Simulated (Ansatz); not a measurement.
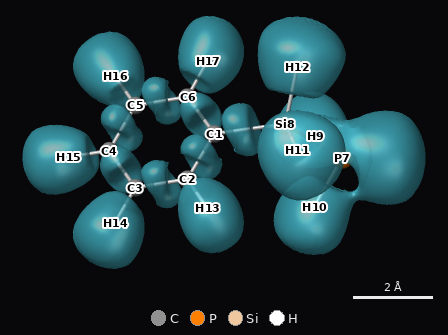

C6H9PSi (SMILES P[SiH2]c1ccccc1). Isosurface of the ELF at 0.75 (cyan), seen at a tilt. Core shells and regions of very low density are left out.

Geometry: B3LYP-D3(BJ)/def2-SVP.

Method: Ansatz 0.2.0, isolated molecule in a Gaussian basis; Kohn-Sham density functional theory, functional PBE0.

```xyz
17

C     0.9024   -0.0525    0.3375
C     0.5047   -0.5791   -0.9051
C     0.9909   -1.8096   -1.3530
C     1.8861   -2.5370   -0.5632
C     2.2934   -2.0286    0.6737
C     1.8050   -0.7977    1.1182
P    -1.7268    1.3131    2.1792
Si    0.1913    1.5672    0.9688
H    -1.1854    0.2477    2.9650
H    -2.3094    0.4247    1.2216
H    -0.1369    2.4581   -0.1819
H     1.1797    2.2416    1.8597
H    -0.1930   -0.0200   -1.5358
H     0.6728   -2.2015   -2.3224
H     2.2680   -3.4994   -0.9126
H     2.9960   -2.5923    1.2927
H     2.1354   -0.4116    2.0872
```

What do the ELF domains correspond to?

Answer. The ELF exceeds this value in six regions between bonded C–C atoms (shared pairs), one region between bonded C–Si atoms (shared pairs), seven regions around hydrogen nuclei and one joined region spread over several atoms (H, P), in which their bonds and any lone pairs are merged. Along the contacts the grid gives the following. C–C (1.40 Å): the ELF peaks at about 0.95 between the atoms (a covalent bond). C–Si (1.88 Å): the ELF peaks at about 0.95 between the atoms: localised, covalent bonding.
